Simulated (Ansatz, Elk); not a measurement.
**Bonding as seen by X-rays: Li2As2Ru**

The structure of Li2As2Ru used here is made up (a known structure type with other elements) and was relaxed beforehand with PBE. The aim is the Fourier transform of its all-electron density, F(hkl), set beside the sum over free spherical atoms that refinements use.

Calculated with Elk 11.2.3 (patched build); DFT, PBE, all-electron APW+lo, Dirac cores, scalar-relativistic bands, static density, no spin.

The structure was built from a prototype and need not be the compound's stable phase.

## 1. Starting point

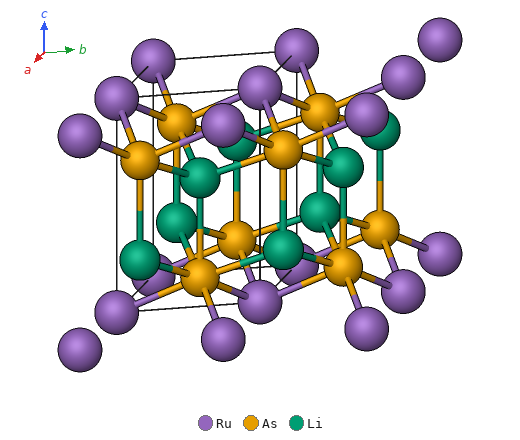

The starting structure, seen slightly off an axis (ruthenium purple, arsenic orange, lithium teal). 2×2×1 cells are drawn. Bonds to atoms that aren't drawn are left out. Some periodic images of atoms are drawn too.

## 2. Ground state and structure factors

An all-electron density is needed, since X-rays see the cores too. Task 0 finds the density and task 195 Fourier-transforms it; tshift is off so that phases refer to the origin typed.

elk.in

```
tasks
  0
  195

xctype
  20

spinpol
  .false.

rgkmax
  7.0

gmaxvr
  14.0

lmaxo
  7

lmaxapw
  8

swidth
  0.002

tshift
  .false.

ramdisk
  .false.

hmaxvr
  5.5

maxscl
  120

epspot
  1e-06

sppath
  './'

avec
  7.53742880856 0.00000000000 0.00000000000
  -3.76871440428 6.52760482743 -0.00000000000
  -0.00000000000 -0.00000000000 11.22261082930

atoms
  3
  'Ru.in'
  1
  -0.0000000000 -0.0000000000 0.0000000000   0.000000 0.000000 0.000000
  'As.in'
  2
  0.3333333333 0.6666666667 0.1894606218   0.000000 0.000000 0.000000
  0.6666666667 0.3333333333 0.8105393782   0.000000 0.000000 0.000000
  'Li.in'
  2
  0.3333333333 0.6666666667 0.6545655800   0.000000 0.000000 0.000000
  0.6666666667 0.3333333333 0.3454344200   0.000000 0.000000 0.000000

ngridk
  7 7 4
```

The run is started by

```
$ OMP_NUM_THREADS=4 elk
```

Numbers of over 12 decimals in the logs are rounded to 6 here.

The log of the run:

```text
┌─────────────────────────┐
│ Elk code version 11.2.3 │
└─────────────────────────┘

All units are atomic (Hartree, Bohr, etc.)

┌─────────────────────────────────────────────────┐
│ Ground-state run starting from atomic densities │
└─────────────────────────────────────────────────┘

Lattice vectors :
   7.537428809       0.000000000       0.000000000
  -3.768714404       6.527604827      -0.000000000
  -0.000000000      -0.000000000       11.22261083

Reciprocal lattice vectors :
  0.8335979638      0.4812780088       0.000000000
  -0.000000000      0.9625560176       0.000000000
  -0.000000000       0.000000000      0.5598684123

Unit cell volume      :    552.1676783
Brillouin zone volume :   0.4492298684

Muffin-tin inner radius fraction :   0.1000000000E-01

Nuclei treated as point charges

Species : 1 (Ru)
 parameters loaded from : Ru.in
 name : ruthenium
 nuclear charge    :   -44.00000000
 electronic charge :    44.00000000
 atomic mass :    184239.3393
 muffin-tin radius :    2.492567786
 number of radial points in muffin-tin :   1193
 inner part over the whole radius :   0.9952138903E-02
 number on inner part of muffin-tin    :    848
 approximate nuclear radius :   0.8462081736E-04
 number of mesh points to nuclear radius :    423
 atomic positions (lattice), magnetic fields (Cartesian) :
  1 :   0.00000000  0.00000000  0.00000000    0.00000000  0.00000000  0.00000000

Species : 2 (As)
 parameters loaded from : As.in
 name : arsenic
 nuclear charge    :   -33.00000000
 electronic charge :    33.00000000
 atomic mass :    136573.7220
 muffin-tin radius :    2.300831802
 number of radial points in muffin-tin :    993
 inner part over the whole radius :   0.9984862215E-02
 number on inner part of muffin-tin    :    702
 approximate nuclear radius :   0.7712558785E-04
 number of mesh points to nuclear radius :    342
 atomic positions (lattice), magnetic fields (Cartesian) :
  1 :   0.33333333 -0.33333333  0.18946062    0.00000000  0.00000000  0.00000000
  2 :  -0.33333333  0.33333333 -0.18946062    0.00000000  0.00000000  0.00000000

Species : 3 (Li)
 parameters loaded from : Li.in
 name : lithium
 nuclear charge    :   -3.000000000
 electronic charge :    3.000000000
 atomic mass :    12652.66898
 muffin-tin radius :    1.800000000
 number of radial points in muffin-tin :    593
 inner part over the whole radius :   0.9806707936E-02
 number on inner part of muffin-tin    :    401
 approximate nuclear radius :   0.4000070961E-04
 number of mesh points to nuclear radius :    148
 atomic positions (lattice), magnetic fields (Cartesian) :
  1 :   0.33333333 -0.33333333 -0.34543442    0.00000000  0.00000000  0.00000000
  2 :  -0.33333333  0.33333333  0.34543442    0.00000000  0.00000000  0.00000000

Total number of atoms per unit cell :    5
Total muffin-tin volume :    215.7665556
 ratio of muffin-tin to unit cell volume :   0.3907627413

Spin treatment :
 spin-unpolarised

Number of Bravais lattice symmetries :   24
Number of crystal symmetries         :   12
Crystal has inversion symmetry
Real symmetric eigensolver will be used

k-point grid :      7     7     4
k-point offset :    0.000000000       0.000000000       0.000000000
k-point set is reduced with full crystal symmetry group
Total number of k-points :       28

Muffin-tin radius times maximum |G+k| :    7.000000000
 using average radius
Maximum |G+k| for APW functions       :    3.272792473
Maximum (1/2)|G+k|²                   :    5.355585286
Maximum |G| for potential and density :    14.00000000
Constant for pseudocharge density :    9
 order of it for each species :   16  16  16
 order of it for pair densities of each species (exact exchange by exxq0 0: 17) :   13  11   5
Radial integration step length :    1

G-vector grid sizes :     35    35    54
Number of G-vectors :    25551

Maximum angular momentum used for
 APW functions            :    8
 outer part of muffin-tin :    7
 inner part of muffin-tin :    2

Total nuclear charge    :   -116.0000000
[...]
valence                     :    52.00000000
 interstitial                :    6.912713095
 muffin-tins (core leakage)
  species : 1 (Ru)
   atom 1                    :    41.80032946     ( -0.2347900470E-06)
  species : 2 (As)
   atom 1                    :    31.45398362     (  0.2669583131E-03)
   atom 2                    :    31.45398362     (  0.2669583131E-03)
  species : 3 (Li)
   atom 1                    :    2.189495104     (   0.000000000    )
   atom 2                    :    2.189495104     (   0.000000000    )
 total in muffin-tins        :    109.0872869
 total calculated charge     :    115.9997224
 total charge                :    116.0000000
 error                       :   0.2775657278E-03

RMS change in Kohn-Sham potential (target) :    7.712195554     (  0.1000000000E-05)
Absolute change in total energy (target)   :    5.332057259     (  0.1000000000E-03)

[... loops 3 to 19 left out ...]

┌──────────────────┐
│ Loop number : 20 │
└──────────────────┘

Energies :
 Fermi                       :     0.210288
 sum of occupied eigenvalues :     -5322.9261940673
 electron kinetic            :      9353.7910841373
 core electron kinetic       :      8844.6576687320
 Coulomb                     :     -18117.506030437
 Coulomb potential           :     -14279.003428348
 nuclear-nuclear             :     -893.02262395813
 electron-nuclear            :     -20190.262549205
 Hartree                     :      2965.7791427270
 Madelung                    :     -10978.004316263
 xc potential                :     -397.71384985663
 exchange                    :     -299.69010850100
 correlation                 :     -5.743584
 electron entropic           :    -0.13698588822442E-02
 total energy                :     -9069.1500083259

Density of states at Fermi energy :    106.6130239
 (states/Hartree/unit cell)

Estimated indirect band gap :   0.1596294531E-02
 from k-point 7 to k-point 13
Estimated direct band gap   :   0.8135966939E-02
 at k-point 16

Charges :
 core                        :    64.00000000
 valence                     :    52.00000000
 interstitial                :    6.453273825
 muffin-tins (core leakage)
  species : 1 (Ru)
[...]
species : 2 (As)
[...]
species : 3 (Li)
   atom 1                    :    2.172091013     (   0.000000000    )
   atom 2                    :    2.172091013     (   0.000000000    )
 total in muffin-tins        :    109.5467262
 total calculated charge     :    115.9997655
 total charge                :    116.0000000
 error                       :   0.2344849406E-03

RMS change in Kohn-Sham potential (target) :   0.1515749841E-06 (  0.1000000000E-05)
Absolute change in total energy (target)   :   0.5598443749E-05 (  0.1000000000E-03)

Convergence targets achieved

┌──────────────────┐
│ Loop number : 21 │
└──────────────────┘

Energies :
 Fermi                       :     0.210288
 sum of occupied eigenvalues :     -5322.9261929767
 electron kinetic            :      9353.7910827776
 core electron kinetic       :      8844.6576688090
 Coulomb                     :     -18117.506028159
 Coulomb potential           :     -14279.003431859
 nuclear-nuclear             :     -893.02262395813
 electron-nuclear            :     -20190.262541048
 Hartree                     :      2965.7791368465
 Madelung                    :     -10978.004312230
 xc potential                :     -397.71384389527
 exchange                    :     -299.69010833555
 correlation                 :     -5.743584
 electron entropic           :    -0.13698587755005E-02
 total energy                :     -9069.1500072407

Density of states at Fermi energy :    106.6130146
 (states/Hartree/unit cell)

Estimated indirect band gap :   0.1596290627E-02
 from k-point 7 to k-point 13
Estimated direct band gap   :   0.8135971711E-02
 at k-point 16

Charges :
 core                        :    64.00000000
 valence                     :    52.00000000
 interstitial                :    6.453273950
 muffin-tins (core leakage)
  species : 1 (Ru)
   atom 1                    :    42.67759463     ( -0.2391533300E-06)
  species : 2 (As)
   atom 1                    :    31.26247469     (  0.2607475170E-03)
   atom 2                    :    31.26247469     (  0.2607475170E-03)
  species : 3 (Li)
   atom 1                    :    2.172091021     (   0.000000000    )
   atom 2                    :    2.172091021     (   0.000000000    )
 total in muffin-tins        :    109.5467260
 total calculated charge     :    115.9997655
 total charge                :    116.0000000
 error                       :   0.2344849500E-03

┌──────────────────────────────┐
│ Self-consistent loop stopped │
└──────────────────────────────┘

Warning : core states of species 2 leak from the muffin-tin :   0.2607475170E-03

Wrote STATE.OUT
```

Run time: 29 s. Hardware: 4 threads of Arm Neoverse V2, shared host; peak memory 0.18 GiB; 85 s of CPU time.

SFACRHO.OUT:

```text

h k l indices transformed by vhmat matrix:
   1.000000000       0.000000000       0.000000000    
   0.000000000       1.000000000       0.000000000    
   0.000000000       0.000000000       1.000000000    

      h      k      l  multipl.   |H|            Re(F)            Im(F)           |F|

      0      0      0      1   0.0000000       116.00000      0.35121343E-17   116.00000    
      0      0     -1      2  0.55986841       62.062730     -0.23946456E-15   62.062730    
      1     -1      0      6  0.96255602       7.6195889      0.23946456E-15   7.6195889    
      1     -1      1      6   1.1135379       69.457635     -0.23946456E-15   69.457635    
     -1      0     -1      6   1.1135379      -14.090724     -0.10790872E-13   14.090724    
      0      0     -2      2   1.1197368      -4.7079845      -0.0000000       4.7079845    
      1      0     -2      6   1.4765922       85.523903     -0.13020885E-13   85.523903    
      1      0      2      6   1.4765922       19.687008      0.71839368E-15   19.687008    
      1     -2      0      6   1.6671959       83.874097      0.13433164E-15   83.874097    
      0      0      3      2   1.6796052      -8.9063888     -0.59866140E-16   8.9063888    
      1      1      1     12   1.7586912       47.251628     -0.69444722E-14   47.251628    
      2     -2      0      6   1.9251120       5.7504292      -0.0000000       5.7504292    
      1      0     -3      6   1.9358688       32.421984      -0.0000000       32.421984    
      1      0      3      6   1.9358688       66.679827      -0.0000000       66.679827    
      2     -2      1      6   2.0048713      -12.004902     -0.44899605E-16   12.004902    
      0      2     -1      6   2.0048713       56.355768     -0.11015370E-13   56.355768    
     -1     -1     -2     12   2.0083209      -4.0979415     -0.55076848E-14   4.0979415    
      0     -2     -2      6   2.2270759       16.443074     -0.93391178E-14   16.443074
```

Elk indexes on the primitive cell of elk.in and gives |H| = 4π sin θ/λ in inverse bohr. Below, one row stands for each form hkl of the conventional cell (m members, Friedel mates merged), F is for one primitive cell and the density is static (no thermal factor). Free-atom factors are Waasmaier and Kirfel's, and R is Σm||F|−|F'||/Σm|F|.

```csv
hkl,m,sin θ/λ (Å⁻¹),"abs F, DFT",neutral atoms,diff.
001,2,0.084,62.063,62.034,+0.028
100,6,0.145,7.620,7.807,-0.187
011,6,0.168,69.458,69.440,+0.018
101,6,0.168,14.091,13.921,+0.169
002,2,0.168,4.708,4.285,+0.423
012,6,0.222,85.524,85.905,-0.381
102,6,0.222,19.687,19.813,-0.126
110,6,0.251,83.874,84.302,-0.428
003,2,0.253,8.906,8.813,+0.094
111,12,0.265,47.252,47.554,-0.303
200,6,0.289,5.750,5.756,-0.006
013,6,0.291,32.422,32.516,-0.094
103,6,0.291,66.680,66.939,-0.259
021,6,0.301,12.005,12.109,-0.104
201,6,0.301,56.356,56.561,-0.205
112,12,0.302,4.098,4.166,-0.068
022,6,0.335,16.443,16.341,+0.102
202,6,0.335,72.448,72.658,-0.210
004,2,0.337,28.249,28.250,-0.001
113,12,0.356,7.967,8.094,-0.127
014,6,0.367,10.256,10.407,-0.151
104,6,0.367,64.295,64.359,-0.064
```

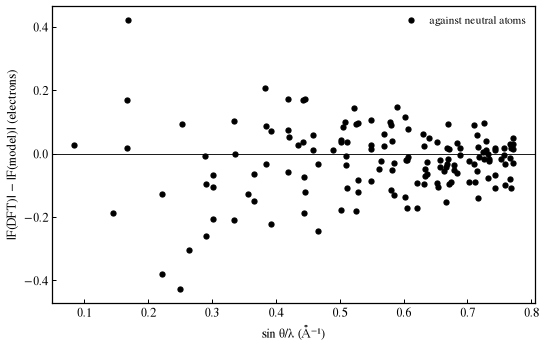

Difference between the calculated structure factors and the independent-atom ones.

## 3. The highest occupied states alone

An energy window below the Fermi level keeps the highest occupied states, to see at which angles they scatter; shallow core shells can lie inside it and anion s states outside. No new self-consistency is needed.

Changes to elk.in since step 2:

```diff
@@ -1,3 +1,2 @@
 tasks
-  0
   195
@@ -40,2 +39,5 @@
 
+wsfac
+  -0.157210 0.510290
+
 sppath
```

The run is started by

```
$ OMP_NUM_THREADS=4 elk
```

The log of the run:

```text
┌─────────────────────────────────┐
│ Elk code version 11.2.3 started │
└─────────────────────────────────┘

Info(readinput): the functional depends on the density's gradient
 muffin-tin radial points multiplied by    2.00000
 (not where nrmtscf is given)

┌────────────────────┐
│ Current task : 195 │
└────────────────────┘
Info(checkmt): changed muffin-tin radius of species 1 (Ru) from   2.6000 to   2.4926
Info(checkmt): changed muffin-tin radius of species 2 (As) from   2.4000 to   2.3008

Info(sfacrho): density structure factors written to SFACRHO.OUT

 Energy window :  -0.1572100000      0.5102900000

┌──────────────────┐
│ Elk code stopped │
└──────────────────┘
```

Run time: 7.8 s. Hardware: 4 threads; peak memory 0.16 GiB; 9.6 s of CPU time.

States within 10 eV below the Fermi level hold 16.09 electrons; any levels below the window count with the cores, and a count that is not whole means the window cuts a band. Their amplitudes can exceed the total, where window and core parts have opposite phase:

```csv
hkl,sin θ/λ (Å⁻¹),"abs F, window","abs F, all"
001,0.084,7.248,62.063
100,0.145,2.963,7.620
011,0.168,4.605,69.458
101,0.168,1.995,14.091
002,0.168,1.955,4.708
012,0.222,2.277,85.524
102,0.222,2.103,19.687
110,0.251,1.500,83.874
003,0.253,1.393,8.906
111,0.265,1.210,47.252
```

## 4. Another functional

The difference from free atoms is small, so it is set against the change that LDA (Perdew-Wang) makes.

Changes to elk.in since step 3:

```diff
@@ -1,2 +1,3 @@
 tasks
+  0
   195
@@ -4,3 +5,3 @@
 xctype
-  20
+  3
 
@@ -39,5 +40,2 @@
 
-wsfac
-  -0.157210 0.510290
-
 sppath
```

The run is started by

```
$ OMP_NUM_THREADS=4 elk
```

The log of the run:

```text
┌─────────────────────────┐
│ Elk code version 11.2.3 │
└─────────────────────────┘

All units are atomic (Hartree, Bohr, etc.)

┌─────────────────────────────────────────────────┐
│ Ground-state run starting from atomic densities │
└─────────────────────────────────────────────────┘

Lattice vectors :
   7.537428809       0.000000000       0.000000000
  -3.768714404       6.527604827      -0.000000000
  -0.000000000      -0.000000000       11.22261083

Reciprocal lattice vectors :
  0.8335979638      0.4812780088       0.000000000
[...]
atom 2                    :    31.27766976     (  0.2622797561E-03)
  species : 3 (Li)
   atom 1                    :    2.174129513     (   0.000000000    )
   atom 2                    :    2.174129513     (   0.000000000    )
 total in muffin-tins        :    109.5828338
 total calculated charge     :    115.9997842
 total charge                :    116.0000000
 error                       :   0.2158332673E-03

┌──────────────────────────────┐
│ Self-consistent loop stopped │
└──────────────────────────────┘

Warning : core states of species 2 leak from the muffin-tin :   0.2622797561E-03

Wrote STATE.OUT
[key lines of the parts left out:]
total energy                :     -9058.4531773774
```

It took 17 s on 4 threads; peak memory 0.16 GiB; 50 s of CPU time.

Against the first run R = 0.08 %; the largest change is -0.062 at 300.

## 5. Basis size

A smaller basis shows how fast F responds to it; the change is likely larger than the basis error of the first run, but doesn't show convergence.

Changes to elk.in since step 4:

```diff
@@ -5,3 +5,3 @@
 xctype
-  3
+  20
 
@@ -11,3 +11,3 @@
 rgkmax
-  7.0
+  5.5
```

The run is started by

```
$ OMP_NUM_THREADS=4 elk
```

The log of the run:

```text
┌─────────────────────────┐
│ Elk code version 11.2.3 │
└─────────────────────────┘

All units are atomic (Hartree, Bohr, etc.)

┌─────────────────────────────────────────────────┐
│ Ground-state run starting from atomic densities │
└─────────────────────────────────────────────────┘

Lattice vectors :
   7.537428809       0.000000000       0.000000000
  -3.768714404       6.527604827      -0.000000000
  -0.000000000      -0.000000000       11.22261083

Reciprocal lattice vectors :
  0.8335979638      0.4812780088       0.000000000
[...]
atom 2                    :    31.25029656     (  0.2616153503E-03)
  species : 3 (Li)
   atom 1                    :    2.170682775     (   0.000000000    )
   atom 2                    :    2.170682775     (   0.000000000    )
 total in muffin-tins        :    109.4776424
 total calculated charge     :    115.9994903
 total charge                :    116.0000000
 error                       :   0.5096524338E-03

┌──────────────────────────────┐
│ Self-consistent loop stopped │
└──────────────────────────────┘

Warning : core states of species 2 leak from the muffin-tin :   0.2616153503E-03

Wrote STATE.OUT
[key lines of the parts left out:]
total energy                :     -9069.0961001841
```

Elapsed: 24 s, on 4 threads; peak memory 0.17 GiB.

Against the first run R = 0.02 %; the largest change is +0.042 at 005.

## 6. Settings against the effect

```csv
run,R against the first run (%),"R against neutral atoms, low angle (%)",wall time
"PBE, rgkmax 7",0.00,0.49,29 s
LDA (Perdew-Wang),0.08,0.50,17 s
rgkmax 5.5,0.02,0.50,24 s
```

## 7. What came out

| Quantity | Value |
| --- | --- |
| R against neutral atoms, sin θ/λ < 0.3 Å⁻¹ | 0.49 % |
| R against neutral atoms, 0.3 to 0.77 Å⁻¹ | 0.30 % |

Independent neutral atoms miss the calculated amplitudes by R = 0.49 % below 0.3 Å⁻¹ and 0.30 % from there to 0.77 Å⁻¹; by shells, 0.70 % below 0.15 Å⁻¹ (2 forms), 0.47 % 0.15 to 0.3 (11 forms), 0.40 % 0.3 to 0.45 (25 forms), 0.28 % above 0.45 (111 forms). Bonding, aspherical density and the tables' own atoms all enter these figures, and the runs don't part them. The largest change of an amplitude is -0.43 electrons, at 110. The window's part falls from 16.1 electrons at the origin to at most 0.28 between 0.45 and 0.77 Å⁻¹. Below 0.3 Å⁻¹ the changes that finished (LDA (Perdew-Wang) and rgkmax 5.5) move F by R = 0.02 % at most, against the 0.49 % that separates it from free atoms. The k-mesh has no finished test. These runs have no spin, though d or f shells may be open. Part of the difference isn't bonding: the tables are fits to free atoms and ions calculated by other methods than this functional. Thermal motion, anomalous dispersion and extinction are left out.

[Logs are printed without paths, hosts, clocks, repeated set-up lines and the standing remarks that a program may print on its own settings, such as how far it seeks lower states.]

[Hosts, paths, dates, database ids (printed as entryN), source tags and the programs' standing remarks are cut or masked in the printed files.]
